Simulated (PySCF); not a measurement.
```yaml
atoms:
  - { symbol: C, position_ang: [-3.2721, 0.6305, 0.2460] }
  - { symbol: C, position_ang: [-3.0696, -0.6562, 0.4557] }
  - { symbol: C, position_ang: [-1.7768, -1.3866, 0.2194] }
  - { symbol: N, position_ang: [-0.7571, -0.5857, -0.4131] }
  - { symbol: B, position_ang: [0.4831, -0.2516, 0.0912] }
  - { symbol: C, position_ang: [1.4300, 0.6529, -0.7783] }
  - { symbol: C, position_ang: [2.6510, 0.9719, -0.4674] }
  - { symbol: Si, position_ang: [4.0670, 0.8618, 0.6862] }
  - { symbol: H, position_ang: [-2.4913, 1.2801, -0.1134] }
  - { symbol: H, position_ang: [-4.2254, 1.0916, 0.4376] }
  - { symbol: H, position_ang: [-3.8655, -1.2849, 0.8322] }
  - { symbol: H, position_ang: [-1.3904, -1.7413, 1.1799] }
  - { symbol: H, position_ang: [-1.9898, -2.2740, -0.3957] }
  - { symbol: H, position_ang: [-1.0560, -0.2495, -1.3188] }
  - { symbol: H, position_ang: [0.8187, -0.6441, 1.1411] }
  - { symbol: H, position_ang: [1.0037, 1.0241, -1.7119] }
  - { symbol: H, position_ang: [4.3077, 2.2190, 1.1890] }
  - { symbol: H, position_ang: [3.9100, -0.0371, 1.8429] }
  - { symbol: H, position_ang: [5.2130, 0.3885, -0.0999] }
```

Geometry: GFN2-xTB.

All numbers below come from PySCF, UKS B3LYP, pcH-1 on B C H N Si, non-relativistic, mean-field spin-orbit, GIAO.

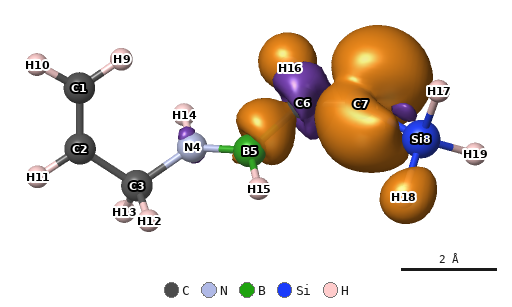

C5H11BNSi (SMILES C=CCNB/C=[C]\[SiH3]) (doublet). Isosurfaces of the spin density (α minus β) at +0.015 (orange) and −0.015 e/Å³ (purple), seen across its widest extent.

### Which atoms carry the spin?

The unpaired spin (1 electron) lies mostly on C7 (about 0.7) and Si8 (about 0.1), in electrons by Hirshfeld's partition.
